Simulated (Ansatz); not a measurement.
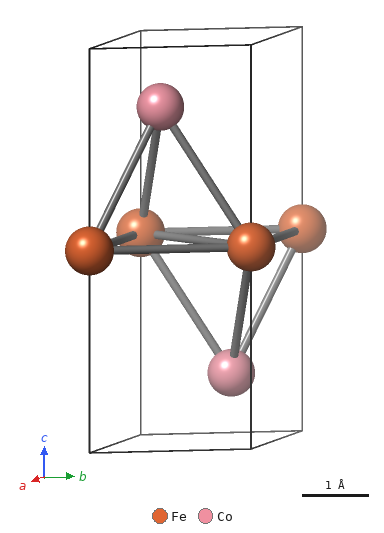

Ball-and-stick drawing of the structure, looking slightly off an axis. The frame is the simulation cell; atoms at its boundary are shown with their periodic copies.

Full input:
```yaml
crystal:
  lattice:
    - [2.5086876548, -2.89e-08, 0.0]
    - [-1.2543438024, 2.1725872536, 0.0]
    - [0.0, 0.0, 6.1826647]
  atoms:
    - { symbol: Fe, position: [0.0, 0.0, 0.5], spin: 2.75 }
    - { symbol: Co, position: [0.6666666667, 0.3333333333, 0.838154], spin: 1.93 }
    - { symbol: Co, position: [0.3333333333, 0.6666666667, 0.161846], spin: 1.93 }
basis:
  ecutwfc: 420
kpoints:
  mp_grid: { grid: [24, 24, 8] }
  band_path:
    path:
      - [[0.0, 0.0, 0.0], [0.5, 0.0, 0.0], [0.33333333, 0.33333333, 0.0], [0.0, 0.0, 0.0], [0.0, 0.0, 0.5], [0.5, 0.0, 0.5], [0.33333333, 0.33333333, 0.5], [0.0, 0.0, 0.5]]
      - [[0.5, 0.0, 0.5], [0.5, 0.0, 0.0]]
      - [[0.33333333, 0.33333333, 0.5], [0.33333333, 0.33333333, 0.0]]
    npoints: 14
hamiltonian:
  xc: pbesol
scf:
  occupations: { method: gaussian, width: 0.1 }
  n_extra_bands: 7
output:
  forces: true
  stress: true
  eigenvalues: true
  populations: true
  dos: { projected: true, de: 0.02, nscf_kmesh: { grid: [29, 29, 10] } }
  bader: true
  write_density: true
  write_potential: true
  elf: true
  volumetric_format: npy
magnetization:
  spin_polarized: true
```
Run as:
```sh
ansatz run input.yaml --threads 1 --pin off --max-ram 3072MiB --backend cpu --events-out ev --progress --plain --runs-dir out
```

Electronic-structure method: DFT PBEsol, scalar-relativistic, plane waves, PAW in Ansatz 0.2.0. Parameters: 420 eV cutoff, the zone sampled with 24×24×8 points, Gaussian smearing of 0.1 eV, collinear spins. The state is ferromagnetic.

Question: What net charge does each kind of atom have (Bader)?

Answer: Fe +0.09 e; Co -0.04 e. Little charge moves, as in a metallic or covalent solid.

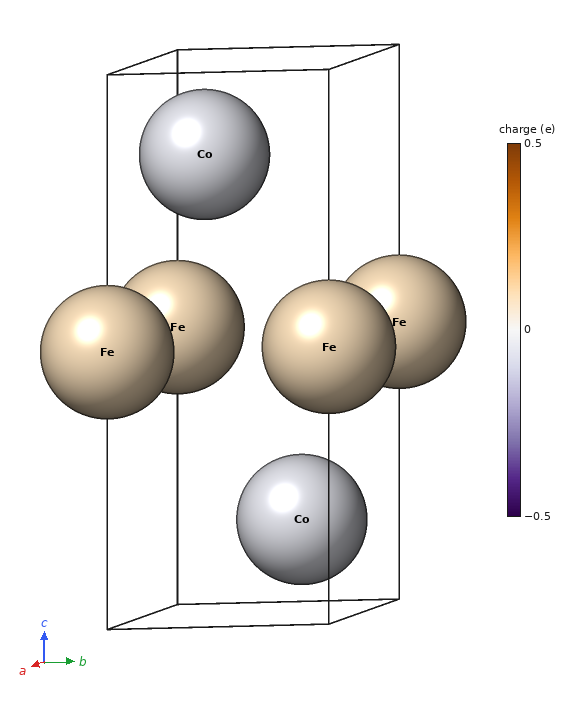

The atoms coloured by those charges.

The cell started as a structure type filled with these elements by a generator (whether the compound takes this form wasn't checked). Earlier steps of the study, as a rule a relaxation of our own, may have changed the cell and positions, so they can lie some per cent off the listed ones. A calculation with Ansatz used it as input.

At this level of theory the run's own cell isn't at rest (stretched, at -10 GPa), so its distances can differ from those at equilibrium, the more so the softer the solid, and its magnetic state may change on relaxation.
